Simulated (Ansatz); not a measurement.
Input

```
crystal:
  periodic: [false, false, false]
  atoms:
    - { symbol: C, position_ang: [-0.7431, 0.1921, -0.242] }
    - { symbol: C, position_ang: [-0.0552, -1.1123, -0.5147] }
    - { symbol: S, position_ang: [0.8461, -1.1348, 1.0755] }
    - { symbol: Si, position_ang: [0.7449, 0.9427, 0.7053] }
    - { symbol: H, position_ang: [-1.0509, 0.7816, -1.1791] }
    - { symbol: H, position_ang: [-1.6985, 0.1531, 0.3529] }
    - { symbol: H, position_ang: [-0.7029, -1.9602, -0.6314] }
    - { symbol: H, position_ang: [0.6467, -1.0883, -1.3999] }
    - { symbol: H, position_ang: [0.3217, 1.734, 1.9584] }
    - { symbol: H, position_ang: [1.7742, 1.441, -0.1221] }
basis:
  gaussian:
    orbitals: def2-TZVPP
hamiltonian:
  xc: pbe
output:
  orbitals: {}
```

Launched as:

```sh
python c2h6ssi.py
```

The calculation used Ansatz, SCF PBE, Gaussian basis.

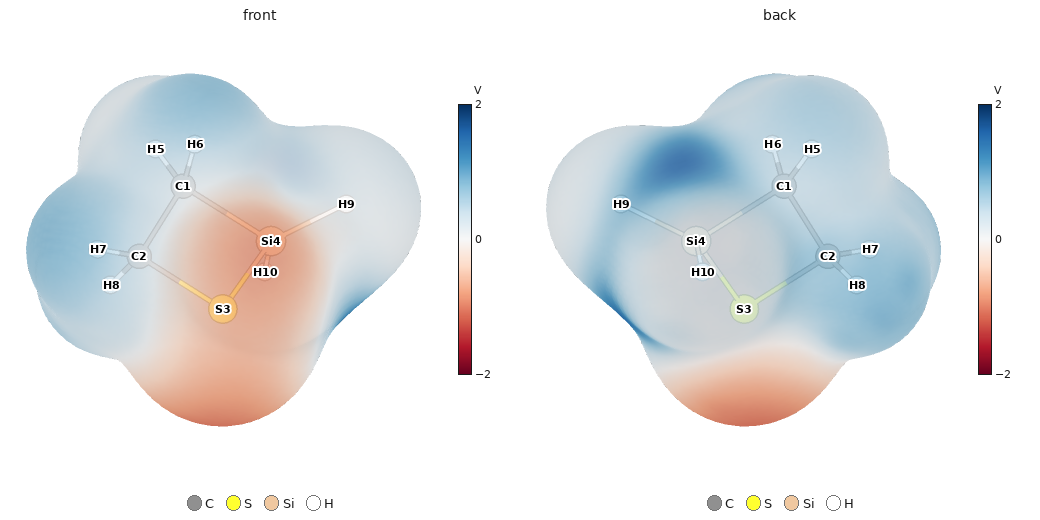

C$_{2}$H$_{6}$SSi. The electrostatic potential painted on the density surface at 0.002 e/bohr³, seen from the front and from behind; the colour scale runs from red (negative) to blue (positive).

Which sites attract a positive test charge, and which a negative one?

Answer. A positive charge is drawn to the negative regions and a negative charge to the positive ones. The most negative region (about −1.0 V) lies over S3, the most positive (about +1.5 V) over Si4.
